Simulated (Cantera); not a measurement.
Charge: 1 mol MgSO4, 2.2 mol O2, 0.21 mol CH4, held at 1.00 bar.

Equilibrium computed with Cantera from the NASA thermochemical tables; the gas is ideal and each condensed phase is pure. Candidate condensed phases: C, C6H6, C7H8, C8H18, H2O, H2SO4, Mg, MgCO3, MgO, Mg(OH)2, MgS, MgSO4, S; 130 gas species. Mutual solubility and eutectic melting of coexisting phases are not modelled. Rates play no part.

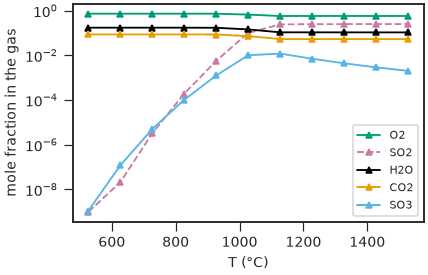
Fig. 1. Equilibrium gas composition (values under 1e-9 drawn at 1e-9)

Task: Read off the mole fractions at 1127 °C.

Result: O2 about 0.58, SO2 about 0.25, H2O about 0.11, CO2 about 0.054, SO3 about 0.012.
